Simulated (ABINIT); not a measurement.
# SiO2 (P6_222): G0W0 with ABINIT, start to end, part 2 of 3

Wanted: ground state, empty states, screening and self-energy for SiO2 (P6_222).

ABINIT 10.8.3; LDA and many-body steps on it, plane waves. Known limits of the many-body steps: not at the basis limit; coarse k mesh.

So far. Step 2 (Ground state): The gap is indirect, with the least direct gap 0.11 eV higher.

The database entry behind the starting cell is an old determination (1926), so it need not match the best structure at ambient conditions.

## Step 3: Bands along the symmetry lines

Level of this step: DFT, LDA, plane waves, norm-conserving pseudopotentials (ABINIT).

Levels along a band path, at the cheap level, show where the edges lie and whether the meshes to come will hold them.

run.abi

```
acell 3*1.0 Angstrom
rprim 
  5.013000000017 -0.000000000004 0.000000000000
  -2.506500000005 4.341385349188 0.000000000000
  0.000000000000 0.000000000000 5.470000000000
ntypat 2
znucl 14 8
natom 9
typat 1 1 1 2 2 2 2 2 2
xred 
  0.500000000000 0.500000000000 0.333333333333
  0.000000000000 0.500000000000 0.666666666667
  0.500000000000 0.000000000000 -0.000000000000
  0.197000000000 0.803000000000 0.833333333333
  0.394000000000 0.197000000000 0.166666666667
  0.197000000000 0.394000000000 0.500000000000
  0.803000000000 0.197000000000 0.833333333333
  0.606000000000 0.803000000000 0.166666666667
  0.803000000000 0.606000000000 0.500000000000
pp_dirpath "pseudos"
pseudos "Si.upf, O.upf"
ecut 36
iscf -2
irdden 1
kptopt 0
nkpt 39
kpt 
  0.00000000 0.00000000 0.00000000
  0.12500000 0.00000000 0.00000000
  0.25000000 0.00000000 0.00000000
  0.37500000 0.00000000 0.00000000
  0.50000000 0.00000000 0.00000000
  0.45833333 0.08333333 0.00000000
  0.41666666 0.16666666 0.00000000
  0.37500000 0.25000000 0.00000000
  0.33333333 0.33333333 0.00000000
  0.25000000 0.25000000 0.00000000
  0.16666666 0.16666666 0.00000000
  0.08333333 0.08333333 0.00000000
  0.00000000 0.00000000 0.00000000
  0.00000000 0.00000000 0.12500000
  0.00000000 0.00000000 0.25000000
  0.00000000 0.00000000 0.37500000
  0.00000000 0.00000000 0.50000000
  0.12500000 0.00000000 0.50000000
  0.25000000 0.00000000 0.50000000
  0.37500000 0.00000000 0.50000000
  0.50000000 0.00000000 0.50000000
  0.45833333 0.08333333 0.50000000
  0.41666666 0.16666666 0.50000000
  0.37500000 0.25000000 0.50000000
  0.33333333 0.33333333 0.50000000
  0.25000000 0.25000000 0.50000000
  0.16666666 0.16666666 0.50000000
  0.08333333 0.08333333 0.50000000
  0.00000000 0.00000000 0.50000000
  0.50000000 0.00000000 0.50000000
  0.50000000 0.00000000 0.37500000
  0.50000000 0.00000000 0.25000000
  0.50000000 0.00000000 0.12500000
  0.50000000 0.00000000 0.00000000
  0.33333333 0.33333333 0.50000000
  0.33333333 0.33333333 0.37500000
  0.33333333 0.33333333 0.25000000
  0.33333333 0.33333333 0.12500000
  0.33333333 0.33333333 0.00000000
istwfk *1
nband 37
nbdbuf 8
tolwfr 1e-07
nstep 50
prtwf 0
prtvol 0
indata_prefix "in"
outdata_prefix "out"
tmpdata_prefix "tmp"
```

Launch:

```bash
OMP_NUM_THREADS=1 mpirun -n 4 abinit run.abi > log
```

Numbers of over 12 decimals in the logs are rounded to 6 here.

Output:

```text
.Version 10.8.3 of ABINIT. v10.8.2 released Aug 2026.

 Symmetries : space group P6_2 2 2 (#180); Bravais hP (primitive hexag.)
[... echo of the input left out ...]
== DATASET  1 ==================================================================
-   mpi_nproc: 4, omp_nthreads: 1 (-1 if OMP is not activated)

--- !DatasetInfo
iteration_state: {dtset: 1, }
dimensions: {natom: 9, nkpt: 39, mband: 37, nsppol: 1, nspinor: 1, nspden: 1, mpw: 8320, }
cutoff_energies: {ecut:  36.0, pawecutdg:  -1.0, }
electrons: {nelect:   4.80000000E+01, charge:   0.00000000E+00, occopt:   1.00000000E+00, tsmear:   1.00000000E-02, }

 Real(R)+Recip(G) space primitive vectors, cartesian coordinates (Bohr,Bohr^-1):
 R(1)=  9.4731971  0.0000000  0.0000000  G(1)=  0.1055610  0.0609457  0.0000000
 R(2)= -4.7365985  8.2040293  0.0000000  G(2)=  0.0000000  0.1218913  0.0000000
 R(3)=  0.0000000  0.0000000 10.3368019  G(3)=  0.0000000  0.0000000  0.0967417
 Unit cell volume ucvol=  8.0335957E+02 bohr^3
 Angles (23,13,12)=  9.00000000E+01  9.00000000E+01  1.20000000E+02 degrees

 getcut: wavevector=  0.0000  0.0000  0.0000  ngfft=  54  54  60
         ecut(hartree)=     36.000   => boxcut(ratio)=   2.11096

--- Pseudopotential description ------------------------------------------------
- Si Generated using ONCVPSP code by D. R. Hamann
- 14.00000   4.00000  180309                  znucl, zion, pspdat
12 -1012 2 -1 1510                            pspcod,pspxc,lmax,lloc,mmax
     nproj     2     2     2
  pspatm : epsatm=    6.67003958
         --- l  ekb(1:nproj) -->
             0    5.565958    0.856966
             1    2.726111    0.629828
             2   -2.124804   -0.444604
 pspatm: atomic psp has been read  and splines computed

- O Generated using ONCVPSP code by D. R. Hamann
-  8.00000   6.00000  201201                  znucl, zion, pspdat
12 -1012 2 -1 926                             pspcod,pspxc,lmax,lloc,mmax
     nproj     2     2     1
  pspatm : epsatm=    6.27558587
         --- l  ekb(1:nproj) -->
[...]
2   -1.033686
 pspatm: atomic psp has been read  and splines computed

--------------------------------------------------------------------------------

================================================================================
 prteigrs : about to open file out_EIG
 Non-SCF case, kpt    1 (  0.00000  0.00000  0.00000), residuals and eigenvalues=
  2.79E-08  5.18E-08  7.31E-08  1.28E-08  7.13E-08  5.30E-08  3.70E-08  7.02E-08
  2.36E-08  3.42E-08  4.00E-08  7.02E-08  5.68E-08  6.89E-08  9.16E-08  4.14E-08
  4.41E-08  6.60E-08  5.96E-08  1.89E-08  4.08E-08  3.86E-08  7.16E-08  3.12E-08
[...]
8.40E-05  6.90E-05  5.51E-04  2.58E-04  7.72E-05
 -7.0762E-01 -6.5060E-01 -6.5060E-01 -6.3092E-01 -6.3092E-01 -6.2268E-01
 -3.1345E-01 -3.1345E-01 -2.2957E-01 -1.9573E-01 -1.9125E-01 -1.9125E-01
[...]
4.7028E-01

--- !ResultsGS
iteration_state: {dtset: 1, }
comment   : Summary of ground state results
lattice_vectors:
- [  9.4731971,  -0.0000000,   0.0000000, ]
- [ -4.7365985,   8.2040293,   0.0000000, ]
- [  0.0000000,   0.0000000,  10.3368019, ]
lattice_lengths: [   9.47320,    9.47320,   10.33680, ]
lattice_angles: [ 90.000,  90.000, 120.000, ] # degrees, (23, 13, 12)
lattice_volume:   8.0335957E+02
convergence: {deltae:  0.000E+00, res2:  0.000E+00, residm:  9.983E-08, diffor:  0.000E+00, }
etotal    :  -1.12296457E+02
entropy   :   0.00000000E+00
fermie    :  -6.65673034E-03
cartesian_stress_tensor: null
pressure_GPa: null
xred      :
- [  5.0000E-01,   5.0000E-01,   3.3333E-01, Si]
- [  2.8807E-17,   5.0000E-01,   6.6667E-01, Si]
- [  5.0000E-01,   1.8504E-17,   7.4015E-17, Si]
- [  1.9700E-01,   8.0300E-01,   8.3333E-01,  O]
- [  3.9400E-01,   1.9700E-01,   1.6667E-01,  O]
- [  1.9700E-01,   3.9400E-01,   5.0000E-01,  O]
- [  8.0300E-01,   1.9700E-01,   8.3333E-01,  O]
- [  6.0600E-01,   8.0300E-01,   1.6667E-01,  O]
- [  8.0300E-01,   6.0600E-01,   5.0000E-01,  O]
cartesian_forces: null
force_length_stats: {min: null, max: null, mean: null, }

 Integrated electronic density in atomic spheres:
 ------------------------------------------------
 Atom  Sphere_radius  Integrated_density
[...]
================================================================================

 ----iterations are completed or convergence reached----

 Mean square residual over all n,k,spin=   47.625E-09; max=  99.826E-09
 reduced coordinates (array xred) for    9 atoms
[...]
0.606000000000      0.803000000000      0.166666666667
       0.803000000000      0.606000000000      0.500000000000

 cartesian coordinates (angstrom) at end:
    1      1.253250     2.170693     1.823333
    2     -1.253250     2.170693     3.646667
    3      2.506500    -2e-12     0.000000
[...]
8      1.025159     3.486132     0.911667
    9      2.506500     2.630880     2.735000
 length scales=  1.889726125908  1.889726125908  1.889726125908 bohr
              =  1.000000000000  1.000000000000  1.000000000000 angstroms
 prteigrs : about to open file out_EIG
 Eigenvalues (hartree) for nkpt=  39  k points:
 kpt#   1, nband= 37, wtk=  1.00000, kpt=  0.0000  0.0000  0.0000 (reduced coord)
[...]
kpt#   2, nband= 37, wtk=  1.00000, kpt=  0.1250  0.0000  0.0000 (reduced coord)
[...]
kpt#   3, nband= 37, wtk=  1.00000, kpt=  0.2500  0.0000  0.0000 (reduced coord)
[...]
kpt#  38, nband= 37, wtk=  1.00000, kpt=  0.3333  0.3333  0.1250 (reduced coord)
[...]
0.39657    0.43769    0.44122    0.44453    0.46837
 kpt#  39, nband= 37, wtk=  1.00000, kpt=  0.3333  0.3333  0.0000 (reduced coord)
[...]
-0.08006   -0.08006   -0.07186   -0.05681   -0.05681   -0.02236   -0.02236   -0.00994
   0.28740    0.28740    0.32037    0.32687    0.35879    0.35879    0.39113    0.39113
   0.40423    0.43450    0.44010    0.46925    0.47028

== END DATASET(S) ==============================================================
================================================================================

 -outvars: echo values of variables after computation  --------
            nband          37
             nkpt          39
          spgroup         180
 [... the other variables as echoed above ...]

 Calculation completed.
```

Wall time 64 s (4 MPI ranks of Arm Neoverse V1, shared host); peak memory 0.49 GiB.

This step gave:

| Item | Value |
| --- | --- |
| gap | 5.373 eV |
| k of the valence top | 0, 0, 0.5 |
| k of the conduction bottom | 0, 0, 0 |
| least direct gap | 5.488 eV |

The gap is 5.373 eV, as in the run before at this level.

Electronic bands along the path, in eV, zero at the top of the highest filled band:

```
    point  band 21  band 22  band 23  band 24  band 25  band 26  band 27  band 28
        Γ    -1.15    -0.50    -0.50    -0.11     5.37     8.64     8.64     9.40
        M    -1.20    -0.87    -0.39    -0.01     7.36     8.29     9.12     9.30
        K    -1.36    -0.43    -0.43    -0.09     8.00     8.00     8.90     9.08
        Γ    -1.15    -0.50    -0.50    -0.11     5.37     8.64     8.64     9.40
        A    -1.39    -0.32     0.00     0.00     7.21     7.21     8.11     9.92
        L    -0.88    -0.71    -0.62    -0.40     8.26     8.76     9.13     9.13
        H    -0.92    -0.83    -0.64    -0.64     8.49     8.80     8.80     9.05
        A    -1.39    -0.32     0.00     0.00     7.21     7.21     8.11     9.92
jump to L    -0.88    -0.71    -0.62    -0.40     8.26     8.76     9.13     9.13
        M    -1.20    -0.87    -0.39    -0.01     7.36     8.29     9.12     9.30
jump to H    -0.92    -0.83    -0.64    -0.64     8.49     8.80     8.80     9.05
        K    -1.36    -0.43    -0.43    -0.09     8.00     8.00     8.90     9.08
```

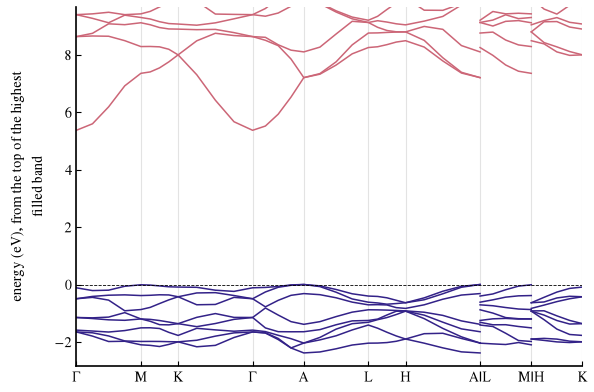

Electronic bands along the path; lines of filled and empty bands in two colours.

## Step 4: Empty states on the mesh, 3×3×2 mesh, 205 bands

The sums over transitions need many empty states on a uniform mesh; this step solves for them.

run.abi

```
acell 3*1.0 Angstrom
rprim 
  5.013000000017 -0.000000000004 0.000000000000
  -2.506500000005 4.341385349188 0.000000000000
  0.000000000000 0.000000000000 5.470000000000
ntypat 2
znucl 14 8
natom 9
typat 1 1 1 2 2 2 2 2 2
xred 
  0.500000000000 0.500000000000 0.333333333333
  0.000000000000 0.500000000000 0.666666666667
  0.500000000000 0.000000000000 -0.000000000000
  0.197000000000 0.803000000000 0.833333333333
  0.394000000000 0.197000000000 0.166666666667
  0.197000000000 0.394000000000 0.500000000000
  0.803000000000 0.197000000000 0.833333333333
  0.606000000000 0.803000000000 0.166666666667
  0.803000000000 0.606000000000 0.500000000000
pp_dirpath "pseudos"
pseudos "Si.upf, O.upf"
ecut 36
ngkpt 3 3 2
nshiftk 1
shiftk 0 0 0
kptopt 1
chksymbreak 0
iscf -2
irdden 1
istwfk *1
nband 205
nbdbuf 18
tolwfr 1e-09
nstep 60
prtvol 0
indata_prefix "in"
outdata_prefix "out"
tmpdata_prefix "tmp"
```

Output:

```text
.Version 10.8.3 of ABINIT. v10.8.2 released Aug 2026.

 Symmetries : space group P6_2 2 2 (#180); Bravais hP (primitive hexag.)
[... echo of the input left out ...]
== DATASET  1 ==================================================================
-   mpi_nproc: 4, omp_nthreads: 1 (-1 if OMP is not activated)

--- !DatasetInfo
iteration_state: {dtset: 1, }
dimensions: {natom: 9, nkpt: 6, mband: 205, nsppol: 1, nspinor: 1, nspden: 1, mpw: 8320, }
cutoff_energies: {ecut:  36.0, pawecutdg:  -1.0, }
electrons: {nelect:   4.80000000E+01, charge:   0.00000000E+00, occopt:   1.00000000E+00, tsmear:   1.00000000E-02, }

 Real(R)+Recip(G) space primitive vectors, cartesian coordinates (Bohr,Bohr^-1):
 R(1)=  9.4731971  0.0000000  0.0000000  G(1)=  0.1055610  0.0609457  0.0000000
 R(2)= -4.7365985  8.2040293  0.0000000  G(2)=  0.0000000  0.1218913  0.0000000
 R(3)=  0.0000000  0.0000000 10.3368019  G(3)=  0.0000000  0.0000000  0.0967417
 Unit cell volume ucvol=  8.0335957E+02 bohr^3
 Angles (23,13,12)=  9.00000000E+01  9.00000000E+01  1.20000000E+02 degrees

 getcut: wavevector=  0.0000  0.0000  0.0000  ngfft=  54  54  60
         ecut(hartree)=     36.000   => boxcut(ratio)=   2.11096

--- Pseudopotential description ------------------------------------------------
- Si Generated using ONCVPSP code by D. R. Hamann
- 14.00000   4.00000  180309                  znucl, zion, pspdat
12 -1012 2 -1 1510                            pspcod,pspxc,lmax,lloc,mmax
     nproj     2     2     2
  pspatm : epsatm=    6.67003958
         --- l  ekb(1:nproj) -->
             0    5.565958    0.856966
             1    2.726111    0.629828
             2   -2.124804   -0.444604
 pspatm: atomic psp has been read  and splines computed

- O Generated using ONCVPSP code by D. R. Hamann
-  8.00000   6.00000  201201                  znucl, zion, pspdat
12 -1012 2 -1 926                             pspcod,pspxc,lmax,lloc,mmax
     nproj     2     2     1
  pspatm : epsatm=    6.27558587
         --- l  ekb(1:nproj) -->
[...]
2   -1.033686
 pspatm: atomic psp has been read  and splines computed

--------------------------------------------------------------------------------

================================================================================
 prteigrs : about to open file out_EIG
 Non-SCF case, kpt    1 (  0.00000  0.00000  0.00000), residuals and eigenvalues=
  3.90E-10  5.28E-10  8.04E-10  1.98E-10  5.89E-10  7.81E-10  3.58E-10  8.87E-10
  3.98E-10  2.97E-10  2.09E-10  3.13E-10  2.39E-10  4.45E-11  1.28E-10  1.43E-10
  1.60E-10  1.52E-10  2.04E-10  2.21E-10  7.09E-10  6.83E-11  2.24E-10  1.50E-10
[...]
9.17E-05  1.65E-04  1.25E-04  5.07E-04  3.72E-04
 -7.0762E-01 -6.5060E-01 -6.5060E-01 -6.3092E-01 -6.3092E-01 -6.2268E-01
 -3.1345E-01 -3.1345E-01 -2.2957E-01 -1.9573E-01 -1.9125E-01 -1.9125E-01
 -1.2301E-01 -1.0838E-01 -1.0838E-01 -9.9664E-02 -6.7400E-02 -6.7400E-02
[...]
2.5034E+00  2.5132E+00  2.5132E+00  2.5533E+00  2.5616E+00  2.5616E+00
  2.5896E+00  2.6314E+00  2.6315E+00  2.6387E+00  2.6532E+00  2.6544E+00
  2.6793E+00
 prteigrs : prtvol=0 or 1, do not print more k-points.

--- !ResultsGS
iteration_state: {dtset: 1, }
comment   : Summary of ground state results
lattice_vectors:
- [  9.4731971,  -0.0000000,   0.0000000, ]
- [ -4.7365985,   8.2040293,   0.0000000, ]
- [  0.0000000,   0.0000000,  10.3368019, ]
lattice_lengths: [   9.47320,    9.47320,   10.33680, ]
lattice_angles: [ 90.000,  90.000, 120.000, ] # degrees, (23, 13, 12)
lattice_volume:   8.0335957E+02
convergence: {deltae:  0.000E+00, res2:  0.000E+00, residm:  9.925E-10, diffor:  0.000E+00, }
etotal    :  -1.12296457E+02
entropy   :   0.00000000E+00
fermie    :  -6.65673034E-03
cartesian_stress_tensor: null
pressure_GPa: null
xred      :
- [  5.0000E-01,   5.0000E-01,   3.3333E-01, Si]
- [  2.8807E-17,   5.0000E-01,   6.6667E-01, Si]
- [  5.0000E-01,   1.8504E-17,   7.4015E-17, Si]
- [  1.9700E-01,   8.0300E-01,   8.3333E-01,  O]
- [  3.9400E-01,   1.9700E-01,   1.6667E-01,  O]
- [  1.9700E-01,   3.9400E-01,   5.0000E-01,  O]
- [  8.0300E-01,   1.9700E-01,   8.3333E-01,  O]
- [  6.0600E-01,   8.0300E-01,   1.6667E-01,  O]
- [  8.0300E-01,   6.0600E-01,   5.0000E-01,  O]
cartesian_forces: null
force_length_stats: {min: null, max: null, mean: null, }

 Integrated electronic density in atomic spheres:
 ------------------------------------------------
 Atom  Sphere_radius  Integrated_density
[...]
================================================================================

 ----iterations are completed or convergence reached----

 Mean square residual over all n,k,spin=   34.593E-11; max=  99.253E-11
 reduced coordinates (array xred) for    9 atoms
[...]
0.606000000000      0.803000000000      0.166666666667
       0.803000000000      0.606000000000      0.500000000000

 cartesian coordinates (angstrom) at end:
    1      1.253250     2.170693     1.823333
    2     -1.253250     2.170693     3.646667
    3      2.506500    -2e-12     0.000000
[...]
8      1.025159     3.486132     0.911667
    9      2.506500     2.630880     2.735000
 length scales=  1.889726125908  1.889726125908  1.889726125908 bohr
              =  1.000000000000  1.000000000000  1.000000000000 angstroms
 prteigrs : about to open file out_EIG
 Eigenvalues (hartree) for nkpt=   6  k points:
 kpt#   1, nband=205, wtk=  0.05556, kpt=  0.0000  0.0000  0.0000 (reduced coord)
[...]
2.45794    2.46719    2.46719    2.46733    2.48691    2.49338    2.49338    2.50343
   2.50343    2.51319    2.51319    2.55334    2.56165    2.56165    2.58957    2.63137
   2.63153    2.63873    2.65317    2.65438    2.67934
 prteigrs : prtvol=0 or 1, do not print more k-points.

== END DATASET(S) ==============================================================
================================================================================

 -outvars: echo values of variables after computation  --------
            nband         205
             nkpt           6
          spgroup         180
 [... the other variables as echoed above ...]

 Calculation completed.
```

It took 2.8 min on 4 MPI ranks; peak memory 0.51 GiB; 11 min of CPU time.

Numbers from this step:

```yaml
gap: 5.373 eV
k_of_the_valence_top: 0, 0, 0.5
k_of_the_conduction_bottom: 0, 0, 0
least_direct_gap: 5.488 eV
k_points_computed: 6
lowest_point_of_the_top_converged_band_above_the_valence_top: 66.5291 eV
```

On this mesh the gap is 5.373 eV.

## Step 5: Screening, 3×3×2 mesh, 187 bands, screening to 106.1 eV

The RPA dielectric matrix is built and inverted for each q.

This step: RPA screening on LDA, plane waves, norm-conserving pseudopotentials.

run.abi, as its differences from that of step 4:

```diff
@@ -27,10 +27,11 @@
 chksymbreak 0
-iscf -2
-irdden 1
 istwfk *1
-nband 205
-nbdbuf 18
-tolwfr 1e-09
-nstep 60
-prtvol 0
+occopt 1
+irdwfk 1
+optdriver 3
+nband 187
+ecuteps 3.9
+inclvkb 2
+awtr 1
+symchi 1
 indata_prefix "in"
```

Output:

```text
.Version 10.8.3 of ABINIT. v10.8.2 released Aug 2026.

 Symmetries : space group P6_2 2 2 (#180); Bravais hP (primitive hexag.)
[... echo of the input left out ...]
== DATASET  1 ==================================================================
-   mpi_nproc: 4, omp_nthreads: 1 (-1 if OMP is not activated)

--- !DatasetInfo
iteration_state: {dtset: 1, }
dimensions: {natom: 9, nkpt: 6, mband: 187, nsppol: 1, nspinor: 1, nspden: 1, mpw: 8320, }
cutoff_energies: {ecut:  36.0, pawecutdg:  -1.0, }
electrons: {nelect:   4.80000000E+01, charge:   0.00000000E+00, occopt:   1.00000000E+00, tsmear:   1.00000000E-02, }

 SCREENING: Calculation of the susceptibility and dielectric matrices

 Based on a program developped by R.W. Godby, V. Olevano, G. Onida, and L. Reining.
 Incorporated in ABINIT by V. Olevano, G.-M. Rignanese, and M. Torrent.
.Using double precision arithmetic ; gwpc =  8

[... cell and pseudopotentials left out ...]
--------------------------------------------------------------------------------

 ==== K-mesh for the wavefunctions ====
 Number of points in the irreducible wedge :     6
[... list of points left out ...]
 Together with 12 symmetry operations and time-reversal symmetry
 yields    18 points in the full Brillouin Zone.

 ==== Q-mesh for the screening function ====
 Number of points in the irreducible wedge :     6
[... list of points left out ...]
 Together with 12 symmetry operations and time-reversal symmetry
 yields    18 points in the full Brillouin Zone.

 setmesh: FFT mesh size selected  =    36x   36x   45
          total number of points  =        58320

 vcoul_init : cutoff-mode = AUXILIARY_FUNCTION
 q-points for optical limit:   1
     1)      0.000010    0.000020    0.000030

- screening: taking advantage of time-reversal symmetry
- Maximum band index for partially occupied states nbvw = 24
- Remaining bands to be divided among processors   nbcw = 163
- Number of bands treated by each node ~40

 Number of electrons calculated from density =   48.0000; Expected =   48.0000
 average of density, n =  0.059749
 r_s =    1.5868
 omega_plasma =   23.5788 [eV]

 calculating chi0 at frequencies [eV] :
  1    0.000000E+00    0.000000E+00
  2    0.000000E+00    2.357877E+01

--------------------------------------------------------------------------------
  q-point number  1        q = ( 0.000000, 0.000000, 0.000000) [r.l.u.]
--------------------------------------------------------------------------------
[... chi0 elements left out ...]
 For q-point:  0.000010 0.000020 0.000030
  dielectric constant =   2.3668
  dielectric constant without local fields =   2.5709

  Average fulfillment of the sum rule on Im[epsilon] for q-point    1 :     64.94  [%]
[... wings left out ...]
  q-point number  2        q = ( 0.333333, 0.000000, 0.000000) [r.l.u.]
--------------------------------------------------------------------------------
[... chi0 elements left out ...]
  Average fulfillment of the sum rule on Im[epsilon] for q-point    2 :     70.78  [%]

 [... 4 further q-points ...]
```

The job ended after 2 min (4 MPI ranks; peak memory 2.1 GiB).

Numbers from this step:

```yaml
eps_infinity_with_local_fields_on_this_mesh_along_the_program_s_q_direction: 2.367
the_same_without_local_fields: 2.571
plasma_frequency: 23.58 eV
plane_waves_in_the_screening_matrix: 303
```

Local fields lower ε∞ by 8 %. On a Γ-centred mesh this coarse the value itself is usually too large, while a short band sum pulls it down.

[end of part 2 of 3]

[Paths, hosts, dates, memory and timing lines, banners, echoed tables and standing remarks are left out of the program output.]

[Logs are printed without paths, hosts, clocks, repeated set-up lines and the standing remarks that a program may print on its own settings, such as how far it seeks lower states.]

[Runs of the session that timed out or met a known fault of the program may be left out.]

[Hosts, paths, dates, database ids (printed as entryN), source tags and the programs' standing remarks are cut or masked in the printed files.]

[G0W0 gaps are taken among the corrected bands and points alone; a level outside them can change the order at an edge.]

[Where Ansatz stands beside ABINIT at settings called matched, ABINIT's density can come from a denser mesh and the files from another edition; pairs whose starting gaps differed by over 0.03 eV were left out, so agreement reads better than it is.]
